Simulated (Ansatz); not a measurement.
## Profile along the Ti–Al line in Ti3Al (D019 type, space group P6_3/mmc)

Ti3Al (D019 type, space group P6_3/mmc)

```
Ti3Al
1.0
    5.75564     0.00000     0.00000
   -2.87782     4.98453     0.00000
    0.00000     0.00000     4.65498
Ti Al
6 2
Direct
  0.83025   0.66049   0.25000
  0.16975   0.83025   0.75000
  0.33951   0.16975   0.25000
  0.16975   0.33951   0.75000
  0.83025   0.16975   0.25000
  0.66049   0.83025   0.75000
  0.33333   0.66667   0.25000
  0.66667   0.33333   0.75000
```

Fields along a shortest Ti–Al line of a (-1 1 0 0) plane (2.88 Å), from Ti to Al, interpolated on the slice's grid (step about 0.3 Å). Computed with PBE (plane waves to 420 eV, PAW, scalar-relativistic; Ansatz, a program for electronic structure). k mesh 10×10×10. Near the nuclei the fields are pseudised (PAW); where an atom keeps semicore shells as valence, they peak there. Ti3Al is run without spin polarisation. Ti3Al was relaxed with its symmetry unable to fall.

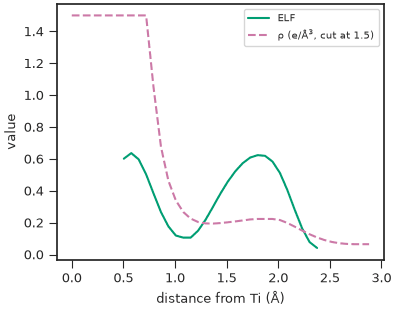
*ELF (away from the nuclei) and valence density from Ti to Al.*

Density on the Ti–Al line (2.88 Å) at its density minimum, 1.4 Å from Ti: 0.19 e/Å³. ELF at that point: 0.3. ELF maximum in the middle third of the Ti–Al line: 0.62, 1.8 Å from Ti.
